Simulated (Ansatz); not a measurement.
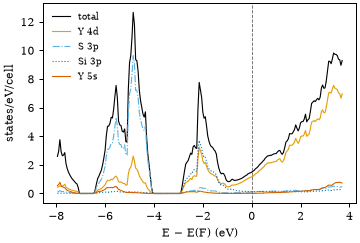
Figure. Total and projected density of states of Y₃SiS₂ in space group Immm (No. 71; Y on 4j, Y on 2d, Si on 2a, S on 4i), r²SCAN in the plane-wave PAW code Ansatz

### Question
Which orbitals carry the states next to the Fermi level?

### Answer
Within 0.5 eV of the Fermi level: Y 4d 78 %, Si 3p 9 %, S 3p 7 %. Projections are on Löwdin-orthogonalised atomic valence shells; empty p or d shells of many metals are not among them.

### Question
Where is the tallest occupied peak in this window, and what makes it?

### Answer
Near -4.8 eV, about 13 states/eV per cell; the largest projected share is S 3p.

The workflow started from a Materials Project entry (that database holds measured and hypothetical structures alike); the Crystallography Open Database copy checked does not list it. Its standing as an ambient phase is unchecked. The cell was relaxed with r²SCAN under the symmetry of its start; its stability against distortions is not shown here. No spin polarisation was allowed. With an odd number of electrons in the cell and no spin polarisation, the count alone makes it a metal. Scalar-relativistic: spin–orbit coupling is off unless named, which matters more the heavier the elements.

Potentials: the later of the program's two PAW sets.
